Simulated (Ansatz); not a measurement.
# Calculations on CH₆BFSi

Part 1: Relaxation

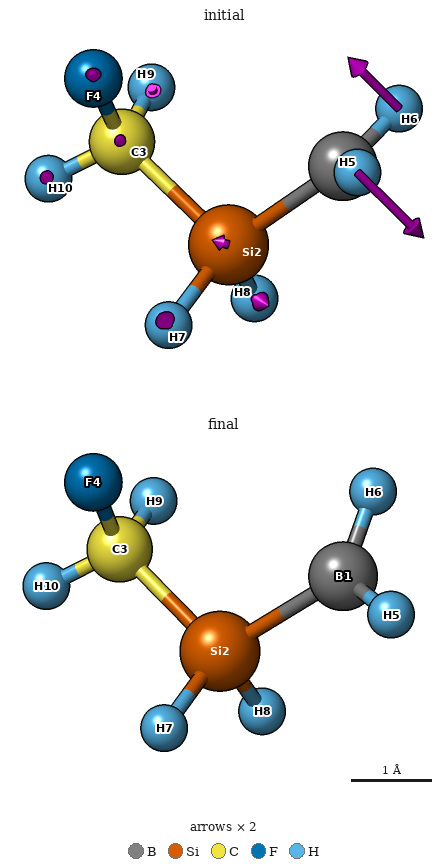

The structure of CH6BFSi before (top) and after (bottom) a relaxation, at one scale. The purple arrows give the displacements, 2 times their true length.

A ball-and-stick model, seen at a tilt.

The run prepares an end point of a later path (torsion) calculation, from a guessed geometry.

Method: RKS BHLYP/def2-SVP in Ansatz 0.2.0. Set-up: no spin polarisation; force threshold 0.015 eV/Å; at most 40 steps.

**What changed between the two?**

The largest move after the best rigid fit is that of H5, 0.63 Å. By element the largest moves are H 0.63 Å, Si 0.12 Å, F 0.11 Å, C 0.07 Å, B 0.03 Å. Near-neighbour distances that change, for instance: B1–Si2 1.956 → 2.016 Å, Si2–C3 1.936 → 1.901 Å, B1–H5 1.170 → 1.198 Å, Si2–H8 1.476 → 1.491 Å. Bond angles that change, for instance: B1–Si2–H8 117.6° → 108.3°, C3–Si2–H8 102.3° → 108.1°, B1–Si2–H7 118.5° → 113.5°. Groups turn about B1–Si2 by about 35°. The energy falls by 0.133 eV in 16 accepted moves (19 points after the start). Largest force component: 1.5 eV/Å at the start, 0.01 eV/Å at the end. The line search rejected the trial steps at points 8, 11, 18 of the run. Cost: 58 s on 1 thread of Intel(R) Xeon(R) Platinum 8488C (Sapphire Rapids) (shared host), peak memory 0.19 GiB.

Part 2: Relaxation

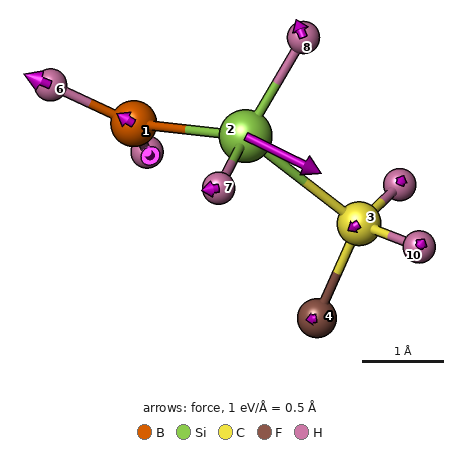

Starting geometry of CH₆BFSi with the computed forces as purple arrows. Style: ball-and-stick. Shown from a free direction.

The run prepares an end point of a later path (torsion) calculation, from a guessed geometry.

Method: RKS BHLYP/def2-SVP in Ansatz. (no spin polarisation; force threshold 0.015 eV/Å; at most 40 steps)

> Is this structure relaxed? If not, where do the atoms go?

It isn't relaxed: the largest force vector, on the Si atom, is 2.14 eV/Å. The final displacements have little in common with the starting forces (cosine between the two patterns 0.16). An H atom moves most after the best rigid fit: 0.41 Å. Largest moves by element: H 0.41 Å, F 0.11 Å, Si 0.09 Å, C 0.07 Å, B 0.03 Å. Some distances before and after: B–Si 1.956 → 2.016 Å, C–Si 1.936 → 1.901 Å, B–H 1.170 → 1.199 Å, H–Si 1.476 → 1.491 Å. Among the angles between lasting bonds that change: B–Si–H 117.6° → 108.3°, C–Si–H 102.3° → 108.1°, B–Si–H 118.5° → 113.4°. Groups turn about B–Si by about 25°. Over 14 accepted moves (18 points after the start) the energy falls by 0.170 eV. The largest force component goes from 1.7 to 0.0041 eV/Å. The line search rejected the trial steps at points 7, 8, 10, 17 of the run.

Part 3: Path

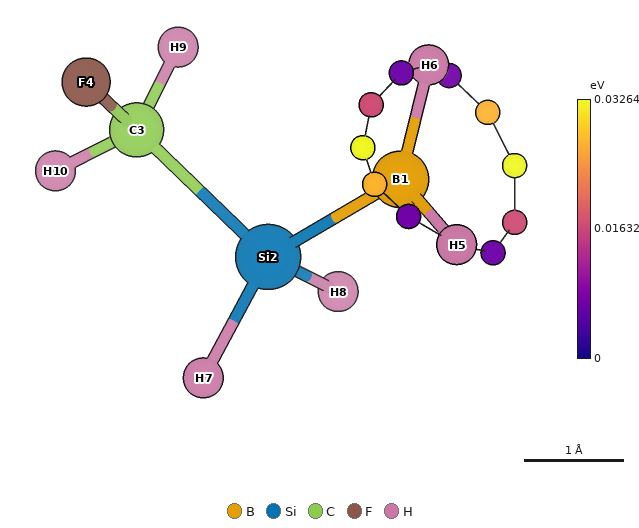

A search for the minimum-energy path of CH$_{6}$BFSi by the nudged elastic band. Images are numbered from 0 (start) to 6 (end). The start is drawn whole; smaller spheres mark the moving atoms (H) in the later images, joined by lines and coloured by the energy of the image relative to the start. Style: ball-and-stick. Shown at a tilt.

All numbers below come from RKS BHLYP/def2-SVP in Ansatz.

The input:
```yaml
crystal:
  periodic: [false, false, false]
  atoms:
    - { symbol: B, position_ang: [-0.701643, 1.518414, -0.708065] }
    - { symbol: Si, position_ang: [0.130119, -0.318463, -0.698916] }
    - { symbol: C, position_ang: [0.404875, -0.896985, 1.090985] }
    - { symbol: F, position_ang: [1.108129, 0.088415, 1.758511] }
    - { symbol: H, position_ang: [-0.48563, 2.317621, -1.573997] }
    - { symbol: H, position_ang: [-1.478427, 1.827535, 0.151267] }
    - { symbol: H, position_ang: [1.418929, -0.387237, -1.430164] }
    - { symbol: H, position_ang: [-0.819609, -1.265205, -1.350045] }
    - { symbol: H, position_ang: [-0.548603, -1.052387, 1.607904] }
    - { symbol: H, position_ang: [0.971871, -1.831707, 1.152511] }
basis:
  gaussian: { orbitals: def2-SVP }
hamiltonian:
  xc: { name: BHLYP }
neb:
  order_check: false
  images: 5
  f_tol: 0.03
  max_iterations: 60
  initial_path: idpp
  final_atoms:
    - { symbol: B, position_ang: [-0.70236437, 1.51862468, -0.70863147] }
    - { symbol: Si, position_ang: [0.12814596, -0.31884841, -0.697873] }
    - { symbol: C, position_ang: [0.406222, -0.89715043, 1.09188697] }
    - { symbol: F, position_ang: [1.11309599, 0.08770628, 1.75615458] }
    - { symbol: H, position_ang: [-1.46833345, 1.83592374, 0.1568415] }
    - { symbol: H, position_ang: [-0.49652609, 2.3101461, -1.58390303] }
    - { symbol: H, position_ang: [1.41614609, -0.38748209, -1.43055377] }
    - { symbol: H, position_ang: [-0.82222393, -1.26538241, -1.34825055] }
    - { symbol: H, position_ang: [-0.54590967, -1.05089752, 1.6116705] }
    - { symbol: H, position_ang: [0.97175847, -1.83263894, 1.15264928] }
```

Launched with:
```bash
ansatz run input.yaml --threads 1 --pin off --max-ram 2048MiB --backend cpu --events-out ev --progress --plain --runs-dir out
```

Question: What moves, how far, and at what cost in energy?

Answer: The motion is a rotation about the B1–Si2 bond by about 180°. No bond forms or breaks between the ends. Among the angles between lasting bonds that change up to the highest image: B1–Si2–H8 108.3° → 114.5°, B1–Si2–H7 113.5° → 109.4°. The two ends have the same energy, and the highest point, image 3, lies 0.033 eV above the start. The band converged in 6 iterations, with a climbing image at the top.

The run took 91 s on 1 thread of Intel(R) Xeon(R) Platinum 8488C (Sapphire Rapids), on a shared host, peak memory 0.27 GiB.
